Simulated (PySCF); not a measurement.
Molecule: C6H5AlCl2, SMILES c1cc[c]([Al]([Cl])[Cl])cc1. Atoms near the plane z = 0.0 Å, at the PBE0/def2-SVP optimised geometry (x, y, z in Å): Al1 (1.1, 1.6, 0.0), Cl2 (3.2, 1.6, 0.0), Cl3 (0.1, 3.4, 0.0), C4 (0.1, -0.1, 0.0), C5 (-1.3, -0.1, 0.0), C6 (-2.1, -1.3, 0.0), C7 (-1.4, -2.5, 0.0), C8 (0.0, -2.5, 0.0), C9 (0.7, -1.3, 0.0), H10 (-1.9, 0.9, 0.0), H11 (-3.2, -1.2, 0.0), H12 (-1.9, -3.4, 0.0), H13 (0.6, -3.4, 0.0), H14 (1.8, -1.3, 0.0).

Calculation: PBE0/def2-TZVP run with PySCF. Cells within 0.4 Å of a nucleus heavier than hydrogen are left out (blank, or x). The values are rescaled to run from 0 to 1.

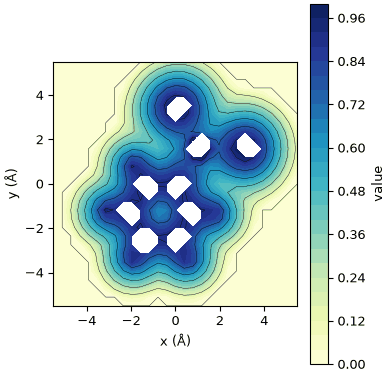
*a field on the plane z = 0.0 Å.*

**Question.** Which quantity is mapped?
A) Laplacian of the electron density
B) electron localisation function
C) electrostatic potential
D) log10 of the electron density

**Answer.** D, log10 of the electron density. In full: log10 of the electron density (e/bohr³), floored at −4.
